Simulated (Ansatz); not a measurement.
GeH5N···H2

The calculation's input:

```
crystal:
  periodic: [false, false, false]
  atoms:
    - {symbol: Ge, position_ang: [-1.144386, 0.025035, -0.484157]}
    - {symbol: H, position_ang: [2.170901, -1.721777, 1.466536]}
    - {symbol: H, position_ang: [-0.846277, -1.170551, -1.400447]}
    - {symbol: H, position_ang: [-1.776247, -0.434709, 0.837627]}
    - {symbol: H, position_ang: [-2.126953, 0.978899, -1.203754]}
    - {symbol: H, position_ang: [1.833342, -1.139884, 1.135625]}
    - {symbol: N, position_ang: [0.479178, 0.792144, -0.061070]}
    - {symbol: H, position_ang: [0.404716, 1.572448, 0.577884]}
    - {symbol: H, position_ang: [1.005827, 1.098295, -0.868344]}
basis:
  gaussian: {orbitals: def2-TZVPP}
hamiltonian: {xc: pbe0, dispersion: d4}
output: {orbitals: {seedname: orbitals}}
```

Launched as:

```sh
ansatz run in.yaml --threads 2 --pin off --events-out ev --progress --plain --max-ram 4352MiB
```

The product side of a reaction path; geometry: PBE0-D4/def2-TZVP.

Method: RKS PBE0-D4/def2-TZVPP (Ansatz 0.2.0).

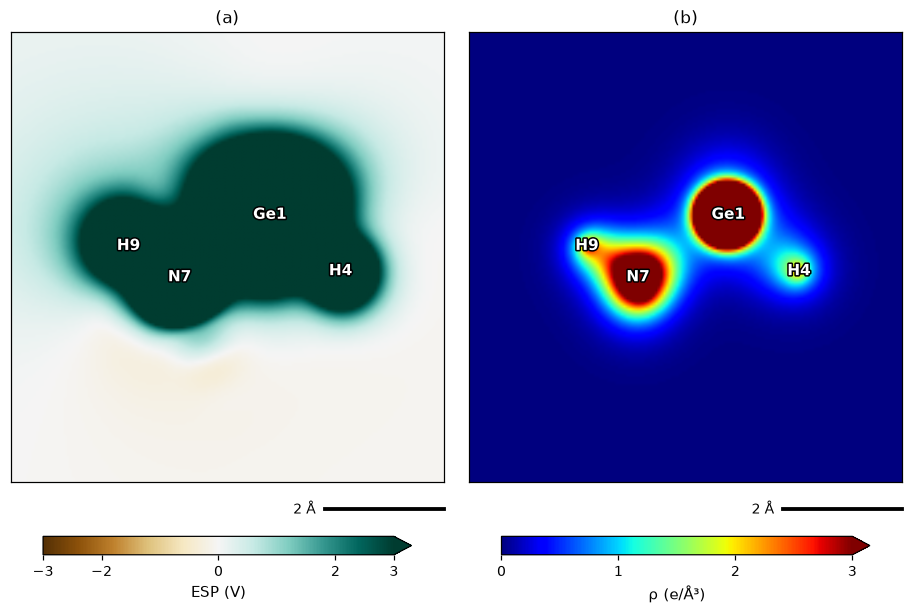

Figure 1. (a) molecular electrostatic potential; (b) total electron density on the plane of atoms Ge1, N7 and H9.

Q: What do the fields say about this system?

A: Atoms in the plane: Ge, H and N.
Ge–N (1.84 Å): ρ at the midpoint is about 0.96 e/Å³.
N–H (1.01 Å): ρ at the midpoint is about 2.9 e/Å³.
Ge–H (1.54 Å): ρ is about 1.1 e/Å³ halfway.
Outside the dense part of the complex the potential is most negative (−0.3 V) near H8 and H9, which lies off the plane.

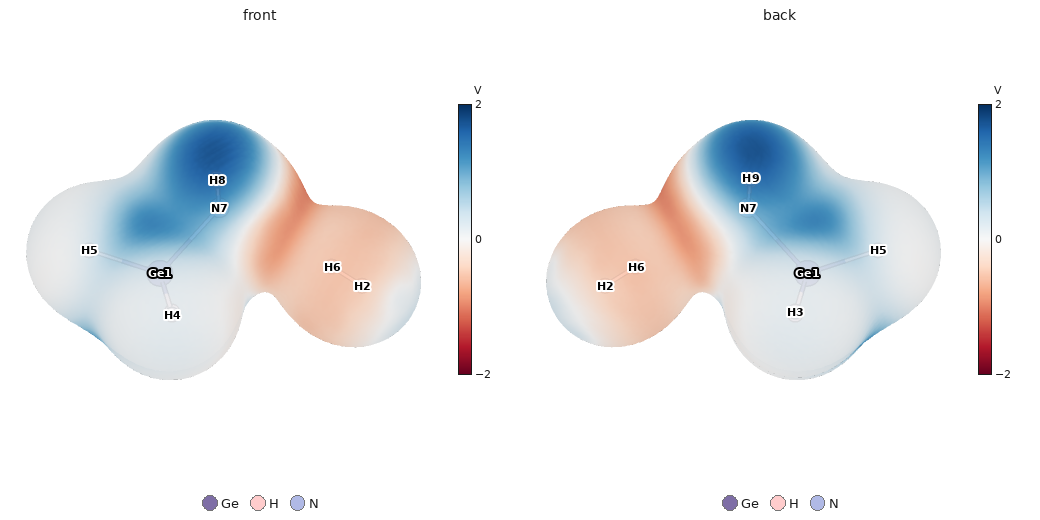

Figure 2. The electrostatic potential painted on the density surface at 0.002 e/bohr³, seen from the front and from behind; red is negative and blue positive.

Q: Which sites attract a positive test charge, and which a negative one?

A: A positive charge is drawn to the negative regions and a negative charge to the positive ones. The most negative region (about −1.0 V, or −23 kcal/mol for a unit charge) lies over the gap between the two molecules, near H6 and N7, the most positive (about +1.7 V, or +39 kcal/mol for a unit charge) over H8 and H9.

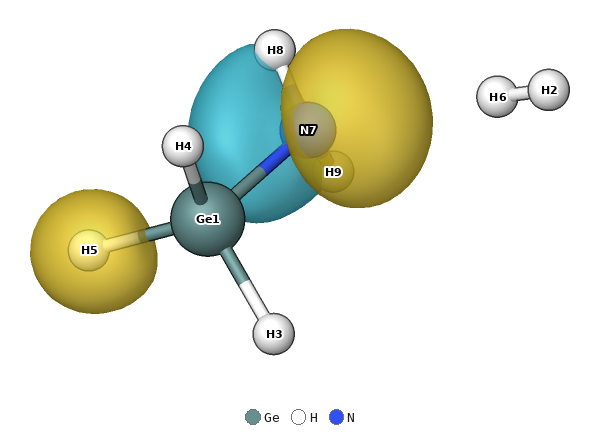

Figure 3. The HOMO at ±0.15 Å⁻³ᐟ² (yellow and cyan are the two phases), seen at an oblique angle.

Q: Describe this orbital and give its energy.

A: Its weight (Hirshfeld) is mainly on N7 (about 65 %), Ge1 (about 10 %) and H5 (about 10 %). Its energy is −7.41 eV.
